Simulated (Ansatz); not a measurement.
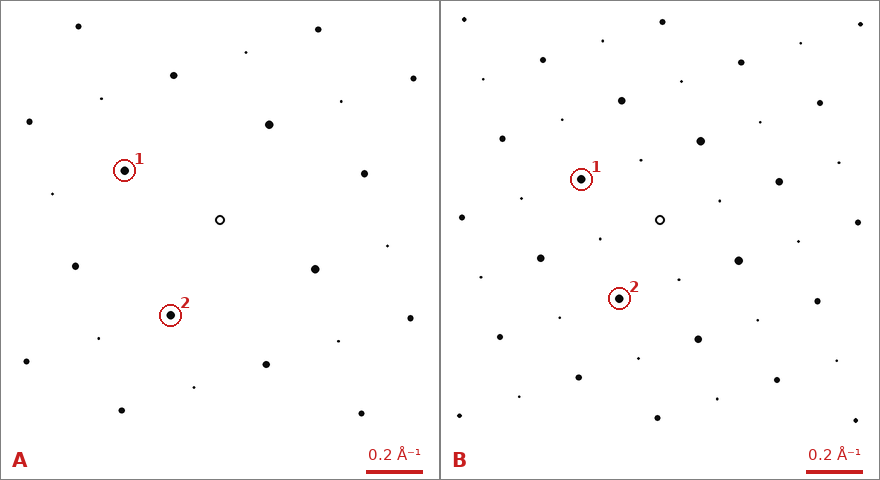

Kinematic electron diffraction patterns (200 kV, B = 0.5 Å², same scale) along [110] of the run's own cell, for the start and the end of one relaxation of Cs3Au with Ansatz 0.2.0, DFT PBE, scalar-relativistic, plane waves, PAW. k mesh 12×12×12. The start is a generated model structure, and the relaxation ends in the nearest stationary point of its symmetry, not necessarily the ground state. Spot 1 is -1 1 -1 and spot 2 is -1 1 1 in both.

Start structure:

```yaml
crystal:
  lattice:
    - [-2.59115, 2.59115, 5.78803]
    - [2.59115, -2.59115, 5.78803]
    - [2.59115, 2.59115, -5.78803]
  atoms:
    - { symbol: Cs, position: [0.50000, 0.50000, 0.00000] }
    - { symbol: Cs, position: [0.25000, 0.75000, 0.50000] }
    - { symbol: Cs, position: [0.75000, 0.25000, 0.50000] }
    - { symbol: Au, position: [0.00000, 0.00000, 0.00000] }
```

Which pattern belongs to the start structure, and which to the relaxed one?

Answer. A is the start: its cell gives d(1) = 2.591 Å, d(2) = 2.591 Å and an angle of 90.0°. B is the relaxed structure, with d(1) = 3.136 Å (+21.0 %), d(2) = 3.136 Å (+21.0 %) and 90.0°.

Summarise the relaxation behind the change.

Answer. The volume changed by +60.7 % to 62.45 Å³ an atom; the fractional coordinates hardly changed; the space group stayed I4/mmm (No. 139); the free energy fell by 200 meV an atom. Relaxed cell: a = 7.747 Å, b = 7.747 Å, c = 7.747 Å, α = 132.25°, β = 132.25°, γ = 69.84°.
